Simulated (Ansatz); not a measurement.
## GeSiH$_{8}$S: nudged elastic band

The run: nudged elastic band of GeSiH$_{8}$S. Method and program: RKS PBE0-D4/def2-SVP (Ansatz 0.2.0).

Figures and captions count atoms from 1; the log counts them from 0 in places.

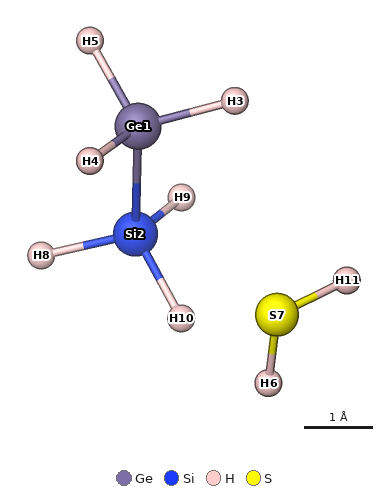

**Figure 1.** The input geometry (ball-and-stick view, seen at a tilt; atoms are numbered from 1 in the order of the input). Sticks mark near contacts. Bond lengths as drawn: Ge–H 1.54 Å, Ge–Si 2.38 Å, H–S 1.34 Å and H–Si 1.49 Å.

### The input
```yaml
crystal:
  periodic: [false, false, false]
  atoms:
    - {symbol: Ge, position_ang: [-1.530423, 0.245372, -0.046417]}
    - {symbol: Si, position_ang: [-0.066708, -1.519686, 0.583131]}
    - {symbol: H, position_ang: [-1.226212, 0.733508, -1.471749]}
    - {symbol: H, position_ang: [-1.427988, 1.431843, 0.922239]}
    - {symbol: H, position_ang: [-2.980827, -0.274930, -0.023434]}
    - {symbol: H, position_ang: [2.737307, 1.315098, 0.034151]}
    - {symbol: S, position_ang: [1.862790, 2.194623, -0.476399]}
    - {symbol: H, position_ang: [-0.407614, -1.999165, 1.949249]}
    - {symbol: H, position_ang: [-0.209856, -2.657323, -0.364896]}
    - {symbol: H, position_ang: [1.352840, -1.079243, 0.577513]}
    - {symbol: H, position_ang: [1.896692, 1.610002, -1.683289]}
basis:
  gaussian: {orbitals: def2-SVP}
hamiltonian: {xc: pbe0, dispersion: d4}
neb:
  images: 5
  climbing: true
  max_iterations: 40
  initial_path: idpp
  final_atoms:
    - {symbol: Ge, position_ang: [-1.230975, 1.606545, -0.532805]}
    - {symbol: Si, position_ang: [0.851216, -1.969346, 0.859849]}
    - {symbol: H, position_ang: [-1.972166, 1.862420, -1.854020]}
    - {symbol: H, position_ang: [-1.871513, 2.399605, 0.611477]}
    - {symbol: H, position_ang: [-1.240173, 0.102148, -0.217731]}
    - {symbol: H, position_ang: [1.594562, -0.705510, 0.631961]}
    - {symbol: S, position_ang: [0.857766, 2.358260, -0.653167]}
    - {symbol: H, position_ang: [-0.223090, -1.743021, 1.859764]}
    - {symbol: H, position_ang: [0.243844, -2.424677, -0.417434]}
    - {symbol: H, position_ang: [1.778944, -3.015442, 1.360708]}
    - {symbol: H, position_ang: [1.211585, 1.529119, -1.648503]}
```

Launched with:
```bash
ansatz run in.yaml --threads 4 --pin off --events-out ev --progress --plain --max-ram 9574MiB
```

### Output
```
Functional definition: PBE0
  name "PBE0"
  cite "Adamo & Barone, J. Chem. Phys. 110, 6158 (1999) doi:10.1063/1.478522"
  cite "Perdew, Burke & Ernzerhof, Phys. Rev. Lett. 77, 3865 (1996) doi:10.1103/PhysRevLett.77.3865"
  parent pbe
  parameter a = 0.25
  parameter kappa = 0.804
  parameter beta = 0.06672455060314922
  exchange = (1 - a)*pbe_x(kappa = kappa, mu = beta*pi^2/3) + a*exact_x
  correlation = pbe_c(beta = beta)
1137 factors; integrals over basis functions are off by at most 3.4e-4 eV
mean field evaluation 1: about -75333.2237 eV, gradient 1.6e1 eV
mean field evaluation 2: about -75333.5182 eV, gradient 1.3e1 eV
mean field evaluation 4: about -75333.7448 eV, gradient 5.0e-1 eV
mean field evaluation 8: about -75333.7444 eV, gradient 1.3e-2 eV
mean field -75333.74440649 eV, -2768.4640438927 hartree, gradient 1.0e-5 eV, S^2 0.000000; 0 other end points of the search recorded, 0 dependent functions left out
the calculation of the forces begins
reference -75333.74443742 eV, -2768.4640450292 hartree; 35, 35 occupied and 73, 73 virtual orbitals, 1137 factors
1137 factors; integrals over basis functions are off by at most 8.4e-4 eV
mean field evaluation 16: about -75333.5785 eV, gradient 1.6e1 eV
mean field -75333.93909751 eV, -2768.4711986556 hartree, gradient 2.9e-5 eV, S^2 0.000000; 0 other end points of the search recorded, 0 dependent functions left out
[... from here on the field's lines of each further geometry are left out, up to the last ...]
WARN: NEB end point (image 0): max|allowed force component| = 2.177e-1 eV/Å (the criterion of neb.relax_end_points is 1.000e-2). That is over neb.f_tol: it is no minimum, so the barrier can be far off. Relax it first
WARN: NEB end point (image 6): max|allowed force component| = 1.634e-1 eV/Å (the criterion of neb.relax_end_points is 1.000e-2). That is over neb.f_tol: it is no minimum, so the barrier can be far off. Relax it first
NEB iter   1: max|band force component| = 2.788e0 eV/Å  barrier→ = 5.6033 eV  barrier← = 5.7898 eV  Δτ_max = 0.2000 Å  (176 SCF iters)
NEB iter   2: max|band force component| = 2.858e0 eV/Å  barrier→ = 4.6072 eV  barrier← = 4.7937 eV  Δτ_max = 0.2000 Å  (148 SCF iters)
NEB iter   3: max|band force component| = 2.871e0 eV/Å  barrier→ = 3.8922 eV  barrier← = 4.0787 eV  Δτ_max = 0.1027 Å  (136 SCF iters)
NEB iter   4: max|band force component| = 2.765e0 eV/Å  barrier→ = 3.3732 eV  barrier← = 3.5597 eV  Δτ_max = 0.2000 Å  (136 SCF iters)
NEB iter   5: max|band force component| = 2.198e0 eV/Å  barrier→ = 2.7287 eV  barrier← = 2.9152 eV  Δτ_max = 0.2000 Å  (133 SCF iters)
NEB iter   6: max|band force component| = 5.659e0 eV/Å  barrier→ = 2.6705 eV  barrier← = 2.8570 eV  Δτ_max = 0.1022 Å  (135 SCF iters)
NEB iter   7: max|band force component| = 1.313e0 eV/Å  barrier→ = 2.0039 eV  barrier← = 2.1904 eV  CI = image 3  Δτ_max = 0.1999 Å  (126 SCF iters)
NEB iter   8: max|band force component| = 9.303e-1 eV/Å  barrier→ = 2.2425 eV  barrier← = 2.4290 eV  CI = image 3  Δτ_max = 0.2000 Å  (129 SCF iters)
NEB iter   9: max|band force component| = 9.096e-1 eV/Å  barrier→ = 2.4310 eV  barrier← = 2.6175 eV  CI = image 3  Δτ_max = 0.2000 Å  (124 SCF iters)
NEB iter  10: max|band force component| = 1.288e0 eV/Å  barrier→ = 2.6157 eV  barrier← = 2.8022 eV  CI = image 3  Δτ_max = 0.1007 Å  (124 SCF iters)
NEB iter  11: max|band force component| = 8.365e-1 eV/Å  barrier→ = 2.5294 eV  barrier← = 2.7159 eV  CI = image 3  Δτ_max = 0.1964 Å  (125 SCF iters)
NEB iter  12: max|band force component| = 3.881e-1 eV/Å  barrier→ = 2.4481 eV  barrier← = 2.6346 eV  CI = image 3  Δτ_max = 0.2000 Å  (123 SCF iters)
NEB iter  13: max|band force component| = 4.886e-1 eV/Å  barrier→ = 2.4209 eV  barrier← = 2.6074 eV  CI = image 3  Δτ_max = 0.0420 Å  (124 SCF iters)
NEB iter  14: max|band force component| = 1.463e-1 eV/Å  barrier→ = 2.4018 eV  barrier← = 2.5883 eV  CI = image 3  Δτ_max = 0.0557 Å  (124 SCF iters)
NEB iter  15: max|band force component| = 9.665e-2 eV/Å  barrier→ = 2.3973 eV  barrier← = 2.5838 eV  CI = image 3  Δτ_max = 0.0677 Å  (119 SCF iters)
NEB iter  16: max|band force component| = 1.635e-1 eV/Å  barrier→ = 2.3970 eV  barrier← = 2.5835 eV  CI = image 3  Δτ_max = 0.0334 Å  (123 SCF iters)
NEB iter  17: max|band force component| = 5.011e-2 eV/Å  barrier→ = 2.3919 eV  barrier← = 2.5784 eV  CI = image 3  Δτ_max = 0.0310 Å  (123 SCF iters)
NEB iter  18: max|band force component| = 2.560e-2 eV/Å  barrier→ = 2.3916 eV  barrier← = 2.5781 eV  CI = image 3  Δτ_max = 0.0200 Å  (117 SCF iters)
the calculation of the forces begins
reference -75333.59001007 eV, -2768.4583699287 hartree; 35, 35 occupied and 73, 73 virtual orbitals, 1137 factors
these checks for a lower state are left out or cut short: stability, starts, cluster_reference, orbital_swaps, neighbouring_geometries, increment
1137 factors; integrals over basis functions are off by at most 8.1e-4 eV
mean field -75333.85490197 eV, -2768.4681045266 hartree, gradient 1.9e-6 eV, S^2 0.000000; 0 other end points of the search recorded, 0 dependent functions left out
the calculation of the forces begins
reference -75333.85493193 eV, -2768.4681056275 hartree; 35, 35 occupied and 73, 73 virtual orbitals, 1137 factors
NEB iter  19: max|band force component| = 3.063e-2 eV/Å  barrier→ = 2.3911 eV  barrier← = 2.5776 eV  CI = image 3  CI's point: of a kind that is not told: the force calls were inconclusive, a negative curvature could not be distinguished from the path's own, the only one lies far off the path, or fixed occupations may fill a level only in part  Δτ_max = 0.0000 Å  (829 SCF iters)
```

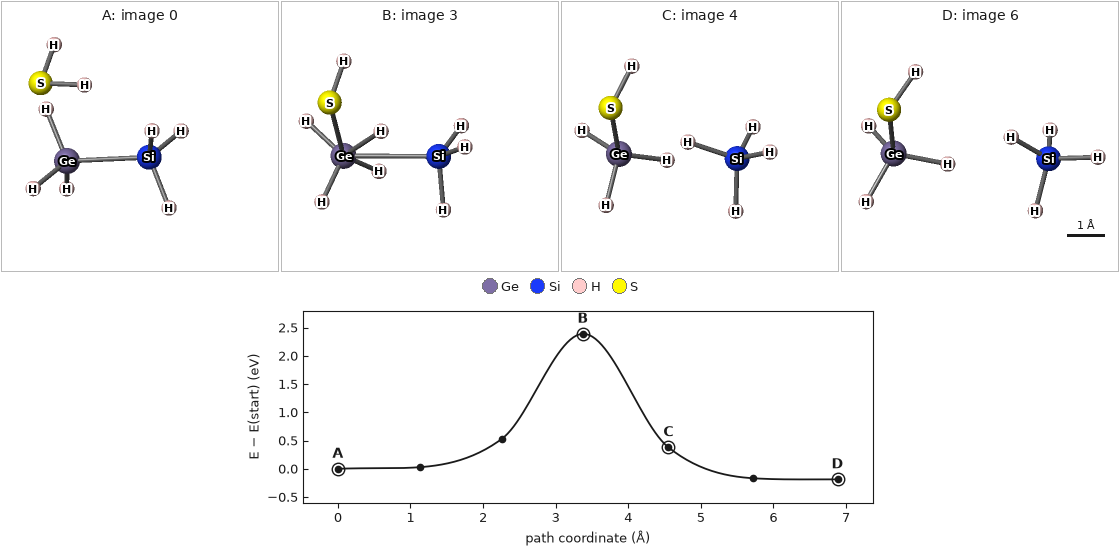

**Figure 2.** Images of the last band (counted from 0; ball-and-stick, seen at a tilt) above the energy along the path; the line is a cubic interpolation that uses the forces. The highest image is number 3, 2.391 eV above the start and 2.578 eV above the end (the climbing image); the end lies 0.187 eV below the start. The path is 6.88 Å long. The band converged in 19 iterations. The end points carry forces over 0.1 eV/Å, so they aren't fully relaxed minima and the barriers are approximate.

```
Total energy: -75331.53219442 eV, -2768.3827465984 hartree
Atom 0 at    -1.043447     0.784194    -0.198717 Å, force    -0.013214    -0.002188     0.010822 eV/Å
Atom 1 at     0.472429    -1.338957     0.655746 Å, force    -0.020759    -0.013413    -0.006896 eV/Å
Atom 2 at    -1.472500     1.487247    -1.500945 Å, force     0.008976    -0.008746    -0.001580 eV/Å
Atom 3 at    -1.236544     1.580344     1.093967 Å, force    -0.002260     0.004907    -0.003374 eV/Å
Atom 4 at    -1.933625    -0.503346    -0.164255 Å, force    -0.001282    -0.006943     0.008230 eV/Å
Atom 5 at     0.843864     0.324595     0.043282 Å, force     0.012379     0.032249    -0.010358 eV/Å
Atom 6 at     1.357569     1.846173    -0.597926 Å, force     0.008314    -0.005696     0.012153 eV/Å
Atom 7 at    -0.453537    -1.549633     1.810574 Å, force     0.002832    -0.000179     0.000917 eV/Å
Atom 8 at     0.137737    -2.294887    -0.443567 Å, force     0.002841    -0.004848     0.002019 eV/Å
Atom 9 at     1.881736    -1.579990     1.106513 Å, force    -0.001861     0.004988    -0.006937 eV/Å
Atom 10 at     1.446319     1.244358    -1.804573 Å, force     0.004033    -0.000131    -0.004997 eV/Å
Dipole moment:    -0.245906    -0.185747    -0.083972 e Å
```

### The last band as extended XYZ (Å, eV, eV/Å)
```
11
Properties=species:S:1:pos:R:3:forces:R:3 image=0 energy=-75333.92325
Ge   -1.5304    0.2454   -0.0464    0.0177   0.0400  -0.0043
Si   -0.0667   -1.5197    0.5831   -0.0767   0.0863  -0.0293
H    -1.2262    0.7335   -1.4717    0.0105   0.0033  -0.0393
H    -1.4280    1.4318    0.9222    0.0034   0.0215   0.0281
H    -2.9808   -0.2749   -0.0234   -0.0348  -0.0244   0.0028
H     2.7373    1.3151    0.0342    0.1387  -0.1467   0.0814
S     1.8628    2.1946   -0.4764   -0.1621   0.2177   0.1148
H    -0.4076   -1.9992    1.9492   -0.0324  -0.0483   0.1366
H    -0.2099   -2.6573   -0.3649   -0.0133  -0.1150  -0.0955
H     1.3528   -1.0792    0.5775    0.1446   0.0605  -0.0067
H     1.8967    1.6100   -1.6833    0.0044  -0.0947  -0.1886
11
Properties=species:S:1:pos:R:3:forces:R:3 image=1 energy=-75333.89400
Ge   -1.3953    0.3430   -0.0142   -0.0277  -0.0195   0.0108
Si    0.0650   -1.4406    0.5990   -0.0244  -0.0127   0.0060
H    -1.1052    0.9127   -1.4105    0.0066  -0.0325  -0.0080
H    -1.3486    1.4722    1.0271   -0.0019   0.0019  -0.0058
H    -2.8144   -0.2618   -0.0277   -0.0343   0.0198   0.0103
H     1.9143    0.9558    0.0516    0.0626   0.0144   0.0050
S     1.8909    2.1080   -0.6503    0.0159   0.0211  -0.0084
H    -0.4358   -2.0356    1.8752    0.0099  -0.0286   0.0034
H     0.0671   -2.4936   -0.4620   -0.0001  -0.0068  -0.0016
H     1.4819   -1.0090    0.8210   -0.0195   0.0284  -0.0122
H     1.6800    1.4491   -1.8090    0.0129   0.0143   0.0005
11
Properties=species:S:1:pos:R:3:forces:R:3 image=2 energy=-75333.39388
Ge   -1.1839    0.4925   -0.0684   -0.1247  -0.2811   0.1224
Si    0.2493   -1.3530    0.5928   -0.2042   0.0005  -0.0412
H    -1.2015    1.2499   -1.4105    0.2304  -0.2426   0.0708
H    -1.2857    1.5072    1.0840   -0.0407  -0.0611  -0.0170
H    -2.4014   -0.4469   -0.0877   -0.4229   0.0466   0.0927
H     1.2702    0.7579   -0.0100    0.3784   0.3873  -0.0586
S     1.7235    1.8906   -0.6129    0.3105   0.0439  -0.0320
H    -0.4909   -1.7335    1.8324   -0.0071  -0.1627   0.0326
H     0.0985   -2.4043   -0.4544   -0.0248  -0.0892  -0.0028
H     1.7068   -1.2880    0.9568   -0.1433   0.2735  -0.1334
H     1.5150    1.3277   -1.8220    0.0483   0.0849  -0.0336
11
Properties=species:S:1:pos:R:3:forces:R:3 image=3 energy=-75331.53217
Ge   -1.0434    0.7842   -0.1987   -0.0132  -0.0022   0.0108
Si    0.4724   -1.3390    0.6557   -0.0208  -0.0134  -0.0069
H    -1.4725    1.4872   -1.5009    0.0090  -0.0087  -0.0016
H    -1.2365    1.5803    1.0940   -0.0023   0.0049  -0.0034
H    -1.9336   -0.5033   -0.1643   -0.0013  -0.0069   0.0082
H     0.8439    0.3246    0.0433    0.0124   0.0322  -0.0104
S     1.3576    1.8462   -0.5979    0.0083  -0.0057   0.0122
H    -0.4535   -1.5496    1.8106    0.0028  -0.0002   0.0009
H     0.1377   -2.2949   -0.4436    0.0028  -0.0048   0.0020
H     1.8817   -1.5800    1.1065   -0.0019   0.0050  -0.0069
H     1.4463    1.2444   -1.8046    0.0040  -0.0001  -0.0050
11
Properties=species:S:1:pos:R:3:forces:R:3 image=4 energy=-75333.54172
Ge   -1.0883    1.1356   -0.3752   -0.0015   0.3568  -0.1696
Si    0.6942   -1.4907    0.7656    0.1695  -0.1459   0.0957
H    -1.9054    1.7120   -1.5248   -0.3582   0.2326  -0.0405
H    -1.3726    1.6965    1.0249   -0.1075   0.1367  -0.0748
H    -1.4642   -0.3724   -0.3214    0.4233   0.1701  -0.1558
H     0.9065   -0.0837    0.3206    0.0716  -0.4201   0.2745
S     0.9942    1.9753   -0.7530   -0.3164   0.0774  -0.1221
H    -0.3402   -1.5690    1.8428    0.0615  -0.0245   0.0129
H     0.2516   -2.3277   -0.3934    0.0661  -0.0246   0.0423
H     2.0282   -1.9137    1.2587    0.0939  -0.3541   0.1569
H     1.2960    1.2379   -1.8447   -0.1022  -0.0044  -0.0196
11
Properties=species:S:1:pos:R:3:forces:R:3 image=5 energy=-75334.08971
Ge   -1.2288    1.3788   -0.4908   -0.0038   0.0215  -0.0065
Si    0.8798   -1.7163    0.8900    0.0153  -0.0190   0.0114
H    -2.2141    1.9188   -1.5396   -0.0298   0.0189  -0.0061
H    -1.5918    1.8757    0.9148   -0.0187   0.0202  -0.0095
H    -1.2375   -0.1604   -0.5300    0.0208   0.0182  -0.0166
H     1.2866   -0.3290    0.5245    0.0343  -0.0242   0.0189
S     0.8247    2.1750   -0.8575   -0.0166   0.0177  -0.0151
H    -0.2287   -1.6697    1.8907    0.0079  -0.0068   0.0036
H     0.4020   -2.4348   -0.3304    0.0125  -0.0101   0.0068
H     2.0495   -2.4395    1.4686   -0.0009  -0.0487   0.0213
H     1.0582    1.4014   -1.9403   -0.0210   0.0122  -0.0082
11
Properties=species:S:1:pos:R:3:forces:R:3 image=6 energy=-75334.10975
Ge   -1.3829    1.4982   -0.4723   -0.0424  -0.0231  -0.0019
Si    1.0593   -1.8733    0.8430   -0.0007   0.0045   0.0018
H    -2.2514    1.6533   -1.7301   -0.0354   0.0013  -0.0269
H    -1.9770    2.2887    0.6985   -0.0145   0.0170   0.0229
H    -1.2584    0.0096   -0.1102   -0.0075  -0.0403   0.0158
H     1.6890   -0.5716    0.5103    0.0611   0.1471  -0.0408
S     0.6293    2.3846   -0.8009    0.0488   0.1634   0.1605
H     0.0618   -1.6827    1.9264   -0.1025   0.0181   0.1110
H     0.3780   -2.4166   -0.3604   -0.0697  -0.0572  -0.1241
H     2.0985   -2.8346    1.2926    0.1073  -0.0972   0.0446
H     0.9538    1.5444   -1.7969    0.0555  -0.1337  -0.1629
```

### Key numbers

| quantity | value |
| --- | --- |
| outcome | converged |
| barrier, forward | 2.391 eV |
| barrier, backward | 2.578 eV |
| dipole moment (one image of the band) | 1.53 D |
| hardware | 4 threads of Arm Neoverse V1, 23 GiB of memory available, shared host |
| wall time | 3.3 min (CPU time 12 min) |
| peak memory | 0.54 GiB |
